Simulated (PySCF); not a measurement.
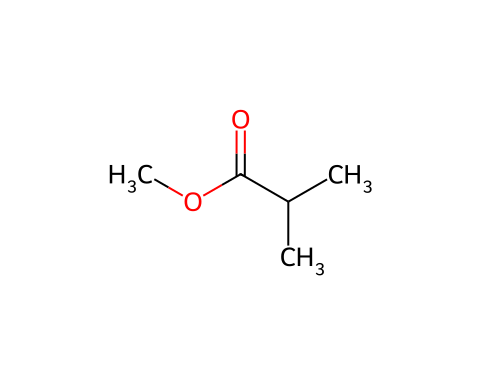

Skeletal drawing of a molecule.

Give its SMILES.

Answer. COC(=O)C(C)C

What is the molecular formula?

Answer. C5H10O2.

An optimisation with PBE0-D3(BJ)/def2-SVP gave a structure of which point group?

Answer. C1. Other conformers may differ.

The parts below concern this one geometry. Atoms keep their numbers from picture to picture. The geometry was computed by an optimisation with PBE0-D3(BJ)/def2-SVP. No frequency run is at hand to confirm it as a minimum.

### Shape

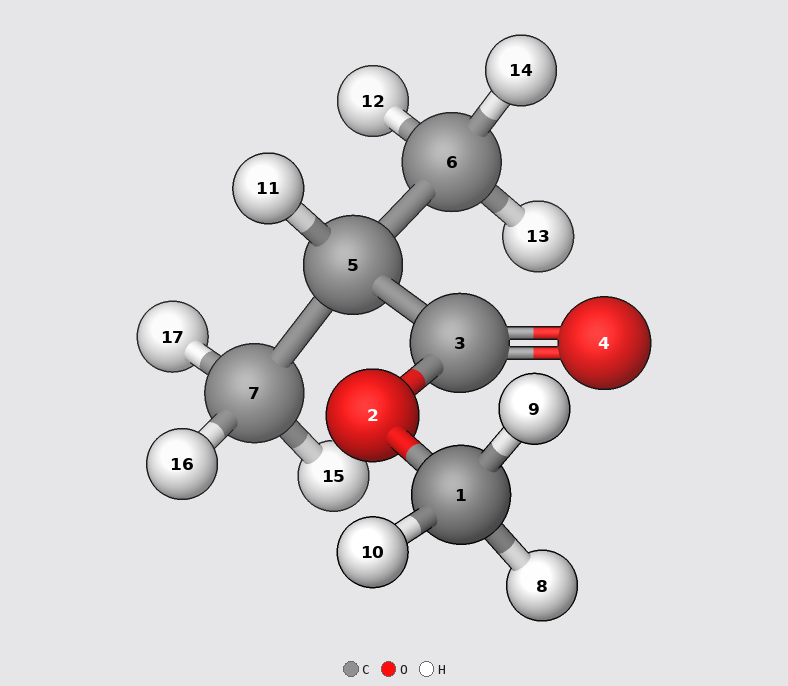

Atoms carry their numbers in the input. No frequency run is at hand to confirm it as a minimum.

Describe the coordination of atom 5.

Answer. C5 has 4 neighbours (C3 at 1.51, C6 at 1.52, C7 at 1.53, H11 at 1.10 Å); the arrangement is tetrahedral.

What is the geometry at C7?

Answer. C7 has 4 neighbours (C5 at 1.53, H15 at 1.10, H16 at 1.10, H17 at 1.10 Å); the arrangement is tetrahedral.

What is the geometry at C3?

Answer. C3 has 3 neighbours (O2 at 1.34, O4 at 1.20, C5 at 1.51 Å); the arrangement is trigonal planar.

Describe the coordination of atom 6.

Answer. C6 has 4 neighbours (C5 at 1.52, H12 at 1.10, H13 at 1.10, H14 at 1.10 Å); the arrangement is tetrahedral.

What is the dihedral angle O2–C3–C5–C7?

Answer. 64° in size, that is gauche.

### NMR shielding

The questions are on isotropic NMR shieldings of the C atoms. No frequency run is at hand to confirm it as a minimum. Method: GIAO PBE0/pcSseg-1 NMR shielding, non-relativistic, gas phase (PySCF 2.14.0).

List the isotropic NMR shieldings of the C atoms.

| atom | σ (ppm) |
| --- | --- |
| C1 | 132.5 |
| C3 | 2.9 |
| C5 | 149.2 |
| C6 | 165.7 |
| C7 | 162.6 |

### Polarisability

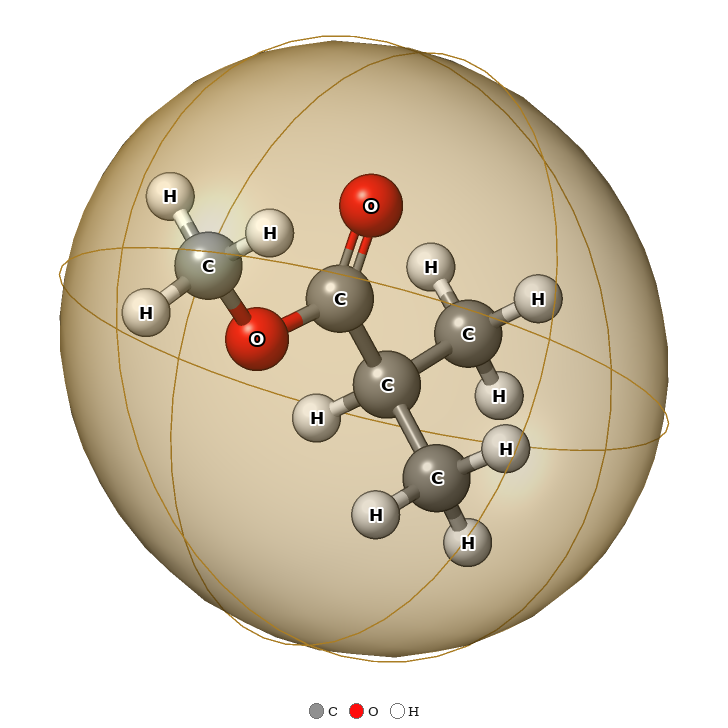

The ellipsoid shows the static dipole polarisability: its half-axes are proportional to the principal values. No frequency run is at hand to confirm it as a minimum. Computed with CAM-B3LYP/def2-SVPD (PySCF 2.14.0).

How large and how anisotropic is the polarisability?

Answer. Principal values 58.0, 68.8, 78.8 bohr³; mean 68.5 bohr³ (10.16 Å³); anisotropy 18.0 bohr³, so the longest axis is 1.36 times the shortest.

### Excitation

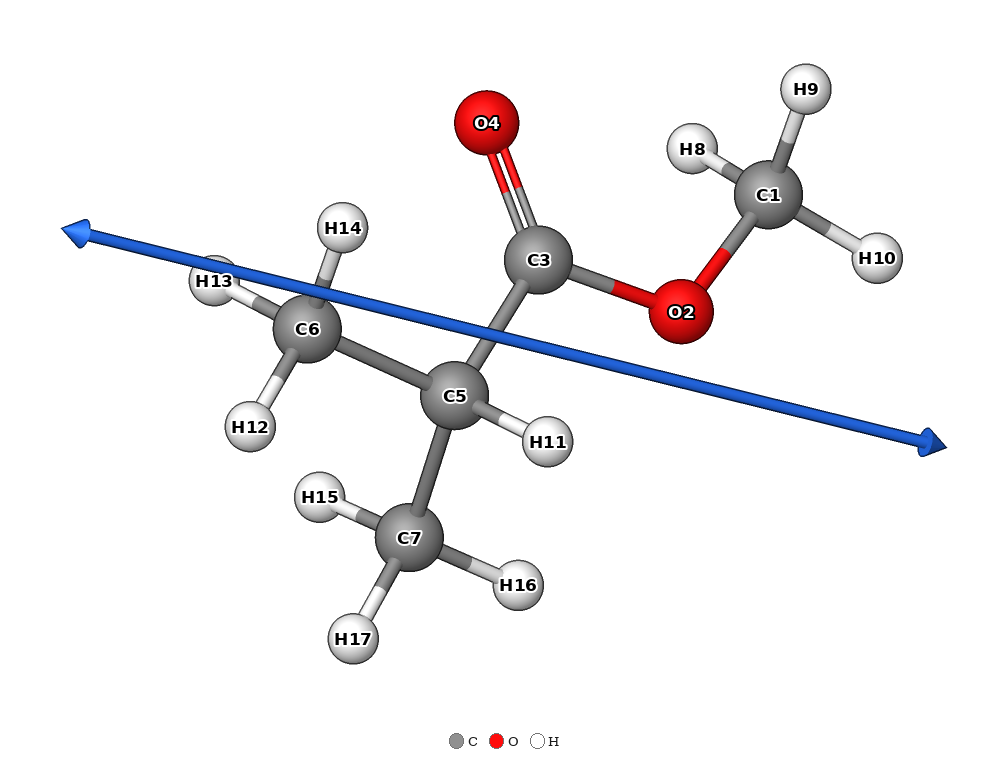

The double arrow shows the direction of the transition dipole to excited singlet state 3 (its length means nothing). No frequency run is at hand to confirm it as a minimum. Method: TDDFT CAM-B3LYP/def2-SVPD, vertical, gas phase, core orbitals frozen in the response (PySCF 2.14.0).

How is the transition polarised?

Answer. Nearly parallel to the O2–C3 bond.

Where does the transition lie, and how strong is it?

Answer. 8.18 eV (152 nm), oscillator strength 0.10, of mixed character, with the largest part HOMO−1 → LUMO (weight 0.45); transition dipole 1.80 D.
